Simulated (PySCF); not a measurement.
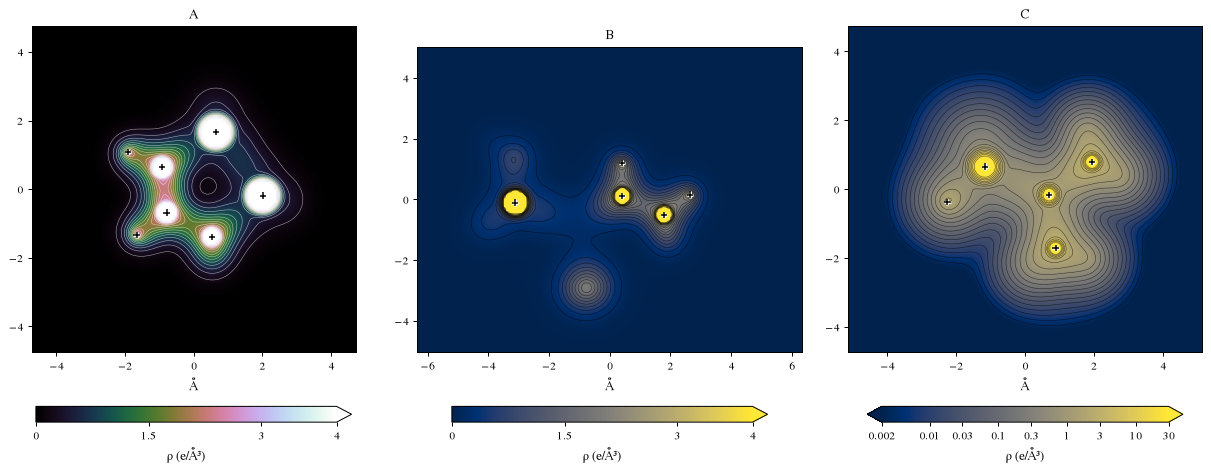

The electron density of 3 systems, each on a plane through atoms (crosses mark nuclei in the plane).

All numbers below come from PySCF, CAM-B3LYP/def2-SVPD, SCF density, gas phase.

System 1: C$_{3}$H$_{13}$BGeSi, the plane of atoms C1, B2 and Si4. Geometry: PBE0-D3(BJ)/def2-SVP.

```yaml
atoms:
  - { symbol: C, position_ang: [-1.9332, 1.5412, 0.2520] }
  - { symbol: B, position_ang: [-1.5094, 0.1220, -0.2611] }
  - { symbol: C, position_ang: [-2.1323, -1.1705, 0.3642] }
  - { symbol: Si, position_ang: [-0.0920, -0.0151, -1.7212] }
  - { symbol: C, position_ang: [1.5610, 0.6295, -1.0479] }
  - { symbol: Ge, position_ang: [2.1203, -0.2659, 0.5980] }
  - { symbol: H, position_ang: [-2.9414, 1.5726, 0.6966] }
  - { symbol: H, position_ang: [-1.8140, 2.3681, -0.4638] }
  - { symbol: H, position_ang: [-1.2297, 1.7473, 1.0857] }
  - { symbol: H, position_ang: [-2.6133, -1.0258, 1.3447] }
  - { symbol: H, position_ang: [-1.4586, -2.0406, 0.3974] }
  - { symbol: H, position_ang: [-2.9378, -1.4538, -0.3457] }
  - { symbol: H, position_ang: [-0.4774, 0.8000, -2.9247] }
  - { symbol: H, position_ang: [0.1191, -1.4245, -2.1947] }
  - { symbol: H, position_ang: [1.4724, 1.7080, -0.8363] }
  - { symbol: H, position_ang: [2.3513, 0.5094, -1.8063] }
  - { symbol: H, position_ang: [3.5028, 0.2283, 1.0674] }
  - { symbol: H, position_ang: [1.0912, 0.0255, 1.7119] }
  - { symbol: H, position_ang: [2.1796, -1.7915, 0.3880] }
```

System 2: C$_{3}$H$_{9}$BrOSi$_{2}$, the plane of atoms C7, C5 and H12. Geometry: GFN2-xTB.

```yaml
atoms:
  - { symbol: O, position_ang: [2.8901, -0.3869, -0.8448] }
  - { symbol: Si, position_ang: [2.3812, -0.5490, 0.6925] }
  - { symbol: Si, position_ang: [0.5571, 0.8413, 0.5755] }
  - { symbol: Br, position_ang: [-0.1306, 1.2788, 2.6757] }
  - { symbol: C, position_ang: [-0.9450, 0.1159, -0.3083] }
  - { symbol: C, position_ang: [-1.9576, -0.7250, 0.4225] }
  - { symbol: C, position_ang: [-2.3351, 0.6348, -0.0586] }
  - { symbol: H, position_ang: [3.6729, -0.8199, -1.1721] }
  - { symbol: H, position_ang: [3.4316, -0.1178, 1.6199] }
  - { symbol: H, position_ang: [2.0967, -1.9565, 0.9939] }
  - { symbol: H, position_ang: [0.7607, 2.2074, 0.0736] }
  - { symbol: H, position_ang: [-0.7455, -0.1934, -1.3293] }
  - { symbol: H, position_ang: [-2.3668, -1.5873, -0.0835] }
  - { symbol: H, position_ang: [-1.8416, -0.8669, 1.4874] }
  - { symbol: H, position_ang: [-2.4698, 1.4115, 0.6798] }
  - { symbol: H, position_ang: [-3.0058, 0.7219, -0.9008] }
```

System 3: C$_{3}$H$_{7}$BrSi$_{2}$, the plane of atoms C3, Si2 and Si6. Geometry: GFN2-xTB.

```xyz
13

Br    2.9392   -1.5436   -0.8946
Si    1.3666   -0.7473    0.5060
C     1.0673    1.0628    0.0961
C    -0.1732    1.4189   -0.2210
C    -1.3375    0.4772   -0.2644
Si   -0.8119   -1.3413    0.0423
H     2.0207   -0.9136    1.8028
H     1.8537    1.8040    0.1047
H    -0.4059    2.4495   -0.4694
H    -1.8419    0.5966   -1.2266
H    -2.0664    0.7995    0.4845
H    -1.0646   -2.1521   -1.1504
H    -1.5504   -1.9101    1.1724
```

Q: Which map belongs to which system?

A: Panel A is system 3, C$_{3}$H$_{7}$BrSi$_{2}$: the plane holds Si, C and H. C–C (1.33 Å): ρ is about 2.3 e/Å³ halfway. Panel B is system 2, C$_{3}$H$_{9}$BrOSi$_{2}$: the plane holds Si, C and H. C–C (1.50 Å): ρ at the midpoint is about 1.6 e/Å³. Panel C is system 1, C$_{3}$H$_{13}$BGeSi: the plane holds C, B, Si and H. C–B (1.57 Å): the density is about 1.4 e/Å³ at the midpoint.
